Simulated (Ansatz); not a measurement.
**GeHCl₂+ (singlet): from Hartree-Fock to the top rungs, cc-pVDZ**

Aim: climb from Hartree-Fock through coupled cluster and multireference methods for GeHCl₂+ (singlet) at one geometry and basis, and see what each rung misses.

Program: Ansatz 0.2.0, Gaussian basis. Level of theory: cc-pVDZ, core rule «outside noble gas», up to 24 orbitals frozen. These are calculated values, not measurements.

The runs, in order: UHF; CCSD(T) on RHF; BCCD(T) on RHF; CISD; CCSDT(Q) on RHF; CASSCF and NEVPT2, 18 electrons in 13 orbitals.

8 further runs of the same task are left out: 2 for a known fault of the program, 2 that didn't finish, 4 set aside as unsound or not needed.

## Step 1: What is computed

The geometry is a PBE0/def2-TZVP stationary point (not a proven minimum) of the parent state, kept for this charge and spin. No spin-orbit coupling is included. The filled d shell of Ge may be among the frozen orbitals whatever the setting's name suggests; the logs give the count.

4 atoms, charge 1, spin multiplicity 1.

Atoms are counted from 1 here; the program's logs count them from 0.

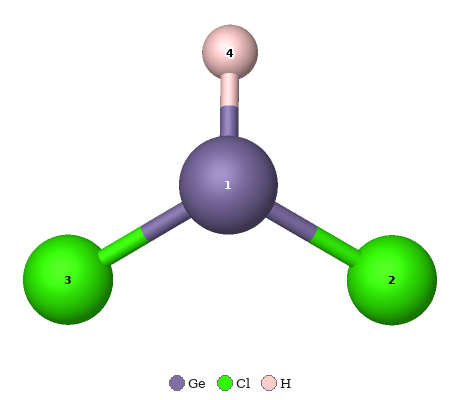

The geometry (germanium purple, chlorine green, hydrogen pink); atoms are numbered from 1 in the order of the file.

In the tables R marks a restricted determinant and U an unrestricted one; 'valence' is the active space of 18 electrons in 13 orbitals; energies count from the table's Hartree-Fock row.

## Step 2: UHF

Contents of in.yaml:

```yaml
crystal:
  periodic: [false, false, false]
  atoms:
    - {symbol: Ge, position_ang: [-0.052944, -0.610660, 0.000000]}
    - {symbol: Cl, position_ang: [0.036814, 0.646851, -1.743347]}
    - {symbol: Cl, position_ang: [0.036814, 0.646851, 1.743347]}
    - {symbol: H, position_ang: [1.225785, -1.495398, 0.000000]}
basis:
  gaussian: {orbitals: cc-pVDZ}
total_charge: 1
magnetization: {spin_polarized: true, initial_magnetization: 0}
hamiltonian: {xc: hf}
output: {orbitals: {seedname: orbitals}}
```

Started as:

```
> ansatz run in.yaml --threads 1 --pin off --events-out ev --progress --plain --max-ram 2560MiB --backend cpu
```

Output:

```text
Functional definition: HF
  name "HF"
  cite "Fock, Z. Phys. 61, 126 (1930) doi:10.1007/BF01340294"
  parent pbe
  exchange = exact_x
  correlation = 0
759 factors; integrals over basis functions are off by at most 1.0e-3 eV
mean field evaluation 1: about -81485.2143 eV, gradient 2.0e1 eV
mean field evaluation 2: about -81485.2177 eV, gradient 2.0e1 eV
mean field evaluation 4: about -81488.3224 eV, gradient 1.4e0 eV
mean field evaluation 8: about -81488.3582 eV, gradient 1.6e-3 eV
mean field evaluation 16: about -81488.1306 eV, gradient 1.6e0 eV
mean field evaluation 32: about -81486.7592 eV, gradient 7.1e0 eV
mean field -81488.35820550 eV, -2994.6419292591 hartree, gradient 7.2e-6 eV, S^2 0.000000; 0 other end points of the search recorded, 0 dependent functions left out
reference -81488.35820550 eV, -2994.6419292591 hartree; 33, 33 occupied and 35, 35 virtual orbitals, 759 factors
Total energy: -81488.35820550 eV, -2994.6419292591 hartree
```

Wall time 2.8 s (1 thread of AMD EPYC 7R13, shared host).

From the report: ⟨S²⟩ of the determinant 0.000 (pure singlet: 0.00).

The unrestricted search falls back on the restricted solution.

## Step 3: CCSD(T) on RHF

in.yaml: that of step 2 with these lines changed.

```diff
@@ -10,4 +10,3 @@
 total_charge: 1
-magnetization: {spin_polarized: true, initial_magnetization: 0}
-hamiltonian: {xc: hf}
-output: {orbitals: {seedname: orbitals}}
+magnetization: {spin_polarized: false}
+correlation: {method: ccsd_t, electrons: outside_noble_gas}
```

Launched as before.

Output, shortened:

```text
Functional definition: HF
  name "HF"
  cite "Fock, Z. Phys. 61, 126 (1930) doi:10.1007/BF01340294"
  parent pbe
[...]
759 factors; integrals over basis functions are off by at most 1.0e-3 eV
[...]
mean field -81488.35820550 eV, -2994.6419292591 hartree, gradient 2.7e-6 eV, S^2 0.000000; 0 other end points of the search recorded, 0 dependent functions left out
24 core orbitals not correlated: weight in the atoms' cores, before any rotation towards them, 0.999 or more for the frozen orbitals, at most 0.001 for the correlated occupied ones
reference -81488.35820550 eV, -2994.6419292591 hartree; 9, 9 occupied and 35, 35 virtual orbitals, 759 factors
second order -9.53569408 eV of doubles, -0.00000000 eV of singles
cycle   1  -10.11114927 eV  change   -5.8e-1 eV  update   9.7e-2
[...]
cycle  12  -10.45985037 eV  change   -8.1e-6 eV  update   1.1e-5
perturbative correction -0.33882967 eV, -0.0124517608 hartree
Total energy: -81499.15688554 eV, -2995.0387734309 hartree
```

Wall time 2.1 s (1 thread of AMD EPYC 7R13, shared host).

From the report: correlation -10.7987 eV; T1 0.023; largest double amplitude 0.05.

## Step 4: BCCD(T) on RHF

in.yaml: that of step 3 with these lines changed.

```diff
@@ -11,2 +11,2 @@
 magnetization: {spin_polarized: false}
-correlation: {method: ccsd_t, electrons: outside_noble_gas}
+correlation: {method: bccd_t, electrons: outside_noble_gas}
```

Launched as before.

Output, shortened:

```text
Functional definition: HF
  name "HF"
  cite "Fock, Z. Phys. 61, 126 (1930) doi:10.1007/BF01340294"
  parent pbe
[...]
759 factors; integrals over basis functions are off by at most 1.0e-3 eV
[...]
mean field -81488.35820550 eV, -2994.6419292591 hartree, gradient 2.7e-6 eV, S^2 0.000000; 0 other end points of the search recorded, 0 dependent functions left out
24 core orbitals not correlated: weight in the atoms' cores, before any rotation towards them, 0.999 or more for the frozen orbitals, at most 0.001 for the correlated occupied ones
reference -81488.35820550 eV, -2994.6419292591 hartree; 9, 9 occupied and 35, 35 virtual orbitals, 759 factors
second order -9.53569408 eV of doubles, -0.00000000 eV of singles
cycle   1  -10.12561938 eV  change   -5.9e-1 eV  update   9.7e-2
[...]
cycle  12  -10.42998176 eV  change   -6.2e-6 eV  update   1.2e-5
perturbative correction -0.37024199 eV, -0.0136061423 hartree
Total energy: -81499.15842926 eV, -2995.0388301614 hartree
```

It took 2.1 s on 1 thread of AMD EPYC 7R13, shared host.

From the report: correlation -10.8002 eV; largest double amplitude 0.05.

## Step 5: CISD

in.yaml: that of step 4 with these lines changed.

```diff
@@ -10,3 +10,2 @@
 total_charge: 1
-magnetization: {spin_polarized: false}
-correlation: {method: bccd_t, electrons: outside_noble_gas}
+correlation: {active_space: {ras: {orbitals: [9, 0, 35], electrons: 18, max_holes: 2, max_particles: 2}, fixed_orbitals: true}}
```

The command is unchanged.

Output:

```text
Functional definition: HF
  name "HF"
  cite "Fock, Z. Phys. 61, 126 (1930) doi:10.1007/BF01340294"
  parent pbe
  exchange = exact_x
  correlation = 0
759 factors; integrals over basis functions are off by at most 1.0e-3 eV
mean field evaluation 1: about -81485.2143 eV, gradient 2.9e1 eV
mean field evaluation 2: about -81485.2177 eV, gradient 2.9e1 eV
mean field evaluation 4: about -81488.3225 eV, gradient 1.9e0 eV
mean field evaluation 8: about -81488.3582 eV, gradient 2.2e-3 eV
mean field -81488.35820550 eV, -2994.6419292591 hartree, gradient 2.7e-6 eV, S^2 0.000000; 0 other end points of the search recorded, 0 dependent functions left out
reference -81488.35820550 eV, -2994.6419292591 hartree; 33, 33 occupied and 35, 35 virtual orbitals, 759 factors
state -81497.57586537 eV, -2994.9806720113 hartree
Total energy: -81497.57586537 eV, -2994.9806720113 hartree
```

Run time: 2.6 s. Hardware: 1 thread of AMD EPYC 7R13, shared host.

From the report: 71,352 determinants.

## Step 6: CCSDT(Q) on RHF

in.yaml: that of step 5 with these lines changed.

```diff
@@ -10,2 +10,3 @@
 total_charge: 1
-correlation: {active_space: {ras: {orbitals: [9, 0, 35], electrons: 18, max_holes: 2, max_particles: 2}, fixed_orbitals: true}}
+magnetization: {spin_polarized: false}
+correlation: {method: ccsdt_q, electrons: outside_noble_gas}
```

Started as:

```
> ansatz run in.yaml --threads 2 --pin off --events-out ev --progress --plain --max-ram 15360MiB --backend cuda --devices 0, --max-vram 18GiB
```

Output, shortened:

```text
Functional definition: HF
  name "HF"
  cite "Fock, Z. Phys. 61, 126 (1930) doi:10.1007/BF01340294"
  parent pbe
[...]
1357 factors; integrals over basis functions are off by at most 1.5e-7 eV
[...]
mean field -81488.35854538 eV, -2994.6419417496 hartree, gradient 2.5e-6 eV, S^2 0.000000; 0 other end points of the search recorded, 0 dependent functions left out
24 core orbitals not correlated: weight in the atoms' cores, before any rotation towards them, 0.999 or more for the frozen orbitals, at most 0.001 for the correlated occupied ones
reference -81488.35854538 eV, -2994.6419417496 hartree; 9, 9 occupied and 35, 35 virtual orbitals, 1357 factors
second order -9.53573854 eV of doubles, -0.00000000 eV of singles
cycle   1  -10.11117954 eV  change   -5.8e-1 eV  update   1.1e-1
[...]
cycle  18  -10.83518984 eV  change   -1.8e-6 eV  update   1.7e-6
perturbative correction -0.03457587 eV, -0.0012706399 hartree
Total energy: -81499.22831109 eV, -2995.0413982717 hartree
```

Wall time 5.5 s (1 × H100 (card shared with other runs) with 2 threads of AMD EPYC 7R13, shared host); peak host memory 0.81 GiB.

From the report: correlation -10.8698 eV; T1 0.025; largest double amplitude 0.06.

## Step 7: CASSCF and NEVPT2, 18 electrons in 13 orbitals

in.yaml: that of step 6 with these lines changed.

```diff
@@ -10,3 +10,2 @@
 total_charge: 1
-magnetization: {spin_polarized: false}
-correlation: {method: ccsdt_q, electrons: outside_noble_gas}
+correlation: {method: sc_nevpt2, electrons: outside_noble_gas, active_space: {window: {electrons: 18, orbitals: 13}, shells: [{species: Cl, l: s, shell: 3}, {species: Cl, l: p, shell: 3}, {species: Ge, l: s, shell: 4}, {species: Ge, l: p, shell: 4}, {species: H, l: s, shell: 1}]}}
```

Same command.

Output:

```text
Functional definition: HF
  name "HF"
  cite "Fock, Z. Phys. 61, 126 (1930) doi:10.1007/BF01340294"
  parent pbe
  exchange = exact_x
  correlation = 0
1357 factors; integrals over basis functions are off by at most 1.5e-7 eV
mean field evaluation 1: about -81485.2143 eV, gradient 2.9e1 eV
mean field evaluation 2: about -81485.2183 eV, gradient 2.9e1 eV
mean field evaluation 4: about -81488.3234 eV, gradient 1.9e0 eV
mean field evaluation 8: about -81488.3585 eV, gradient 2.2e-3 eV
mean field -81488.35854538 eV, -2994.6419417496 hartree, gradient 2.5e-6 eV, S^2 0.000000; 0 other end points of the search recorded, 0 dependent functions left out
reference -81488.35854538 eV, -2994.6419417496 hartree; 33, 33 occupied and 35, 35 virtual orbitals, 1357 factors
state -81490.58767047 eV, -2994.7238605855 hartree
state -81490.58767047 eV, -2994.7238605855 hartree; corrected -81497.45125136 eV, -2994.9760925311 hartree
Total energy: -81497.45125136 eV, -2994.9760925311 hartree
Checks for a lower state left out: starts, orbital_swaps
```

Wall time 15 s (1 × H100 (card shared with other runs) with 2 threads of AMD EPYC 7R13, shared host); peak host memory 0.83 GiB.

From the report: 255,625 determinants; active occupations 2.00, 2.00, 2.00, 2.00, 1.99, 1.98, 1.97, 1.96, 1.95, 0.08, 0.03, 0.03, 0.03.

## Step 8: How many determinants matter

Natural occupations of the CASSCF valence state about the gap (report; correlated orbitals 5 to 13): 1.987, 1.984, 1.968, 1.955, 1.951, 0.079, 0.031, 0.028, 0.027. The count of effectively unpaired electrons, Σ n²(2 − n)², is 0.06; a single determinant of this spin has 0.

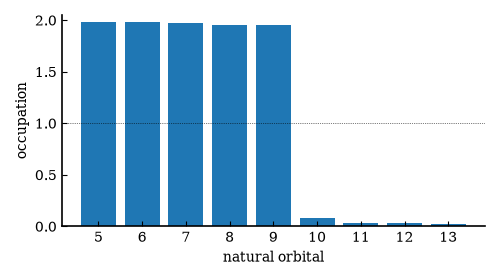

Natural occupations of the CASSCF valence state.

## Step 9: The ladder

The yardstick is RCCSDT(Q), where the cluster series has nearly closed. Rows without a time come out of other runs: HF, MP2 and CCSD of CCSD(T), CCSDT of CCSDT(Q), CASSCF and MRCISD of the multireference runs.

| method | energy from the lowest RHF (kcal/mol) | from RCCSDT(Q) (kcal/mol) | time |
| --- | --- | --- | --- |
| RHF | 0.00 | +250.67 |  |
| RMP2 | -219.90 | +30.77 |  |
| CISD | -212.56 | +38.11 | 2.6 s |
| RCCSD | -241.21 | +9.46 |  |
| RCCSD(T) | -249.02 | +1.65 | 2.1 s |
| BCCD(T) | -249.06 | +1.61 | 2.1 s |
| RCCSDT | -249.87 | +0.80 |  |
| RCCSDT(Q) | -250.67 | 0 | 5.5 s (GPU) |
| CASSCF valence | -51.41 | +199.26 |  |
| NEVPT2 valence | -209.69 | +40.98 | 15 s (GPU) |

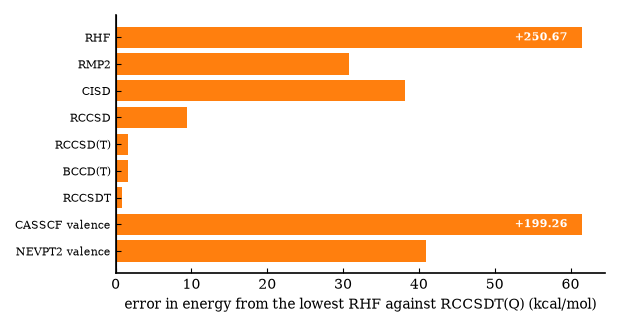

Error of each method against RCCSDT(Q). Bars with a number in them are cut short.

Some runs used a GPU and others CPU threads alone; cost is compared among the CPU runs only.

## Step 10: Summary of results

```
                         quantity            value
   RCCSDT(Q) below the RHF energy      -10.8701 eV
              RMP2 from RCCSDT(Q)  +30.77 kcal/mol
             RCCSD from RCCSDT(Q)   +9.46 kcal/mol
          RCCSD(T) from RCCSDT(Q)   +1.65 kcal/mol
    NEVPT2 valence from RCCSDT(Q)  +40.98 kcal/mol
levels within 1 kcal/mol (43 meV)           RCCSDT
                    T1 diagnostic            0.023
   effectively unpaired electrons             0.06
```

**Reading.** RCCSD(T) lands +1.65 kcal/mol from the yardstick (0.7 % of the correlation energy). One determinant dominates. These misses are within one basis, not against nature.
